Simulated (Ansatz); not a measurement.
# CH8OSiSn: the cost of one run

Computed with Ansatz 0.2.0, driven from Python. Level of theory: PBE/def2-SVP.

### 1 The system

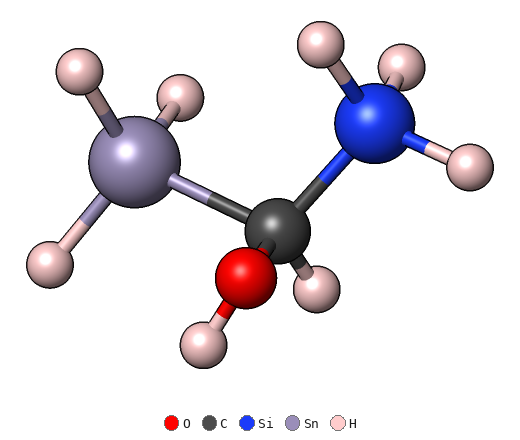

The structure that the script starts from, seen from a chosen angle (oxygen red, carbon dark grey, silicon blue, tin purple, hydrogen pink).

No structure file is read: the coordinates are typed or built in the script.

### 2 The code

tae_ch8osisn.py

```python
"""Atomisation energy of CH8OSiSn at the given geometry."""

from collections import Counter

import ansatz

BASIS_SET = "def2-SVP"
FUNCTIONAL = "pbe"


def single_point(molecule, charge=0, unpaired=0):
    calc = molecule.calculation().basis(gaussian=BASIS_SET).functional(FUNCTIONAL)
    if charge:
        calc = calc.charge(charge)
    if unpaired:
        calc = calc.spin("collinear", total=unpaired)
    return calc.run().report["free_energy_ev"]

GEOMETRY = """
O     0.19320    1.70040    0.52270
C    -0.44450    0.56340    0.03790
Si   -0.70000   -0.61670    1.44900
Sn    0.90410   -0.33810   -1.43450
H     0.14490    2.37080   -0.27100
H    -1.43660    0.79580   -0.40940
H     0.66840   -0.91860    2.06480
H    -1.24230   -1.84380    0.96490
H    -1.53680    0.01120    2.51680
H     1.05120    0.75340   -2.75050
H     0.07600   -1.83050   -1.97050
H     2.39940   -0.70270   -0.68610
"""

system = ansatz.Crystal.molecule()
for line in GEOMETRY.strip().splitlines():
    symbol, *xyz = line.split()
    system = system.atom(symbol, [float(v) for v in xyz])

# unpaired electrons of the ground-state atoms
unpaired = {"O": 2, "C": 2, "Si": 2, "Sn": 2, "H": 1}
counts = Counter(site.symbol for site in system.cartesian_sites)
atom_energy = {s: single_point(ansatz.Crystal.molecule().atom(s, (0, 0, 0)), 0, unpaired[s]) for s in counts}
whole = single_point(system, 0, 0)
for s, e in atom_energy.items():
    print(f"{s:2s} x{counts[s]}  {e:14.5f} eV")
print(f"CH8OSiSn: {whole:.5f} eV")
split = sum(counts[s] * e for s, e in atom_energy.items()) - whole
print(f"atomisation energy (no zero-point term): {96.485332 * split:.1f} kJ/mol, {split / sum(counts.values()):.3f} eV an atom")
```

### 3 The input behind the calls

The package turns the script's settings into the engine's input (first run):

```yaml
crystal:
  periodic: [false, false, false]
  atoms:
    - { symbol: O, position_ang: [0.0, 0.0, 0.0] }
basis:
  gaussian:
    orbitals: def2-SVP
hamiltonian:
  xc: pbe
magnetization:
  spin_polarized: true
  initial_magnetization: 2.0
```

### 4 The run

Command:

```
$ python tae_ch8osisn.py
```

What time and memory should one allow on 1 thread of Arm Neoverse V2, shared host?

About 5 s, with a peak of 0.21 GiB.
